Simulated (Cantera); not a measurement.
Charge: 1 mol AlN, a varied amount of H2, at 2673 K and 0.750 Torr.

These are equilibrium values from Cantera (NASA tables, ideal gas, pure condensed phases), not measurements of a reactor. Candidate condensed phases: Al, AlN; 13 gas species. Equilibrium is a limit: real reactors are often held back by kinetics, nucleation or transport.

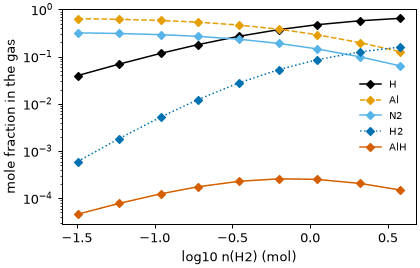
*Equilibrium gas composition (values under 1e-9 drawn at 1e-9)*

From 0.032 mol H2 to 3.8 mol H2 nothing is condensed. The main Al-bearing gas is Al throughout.
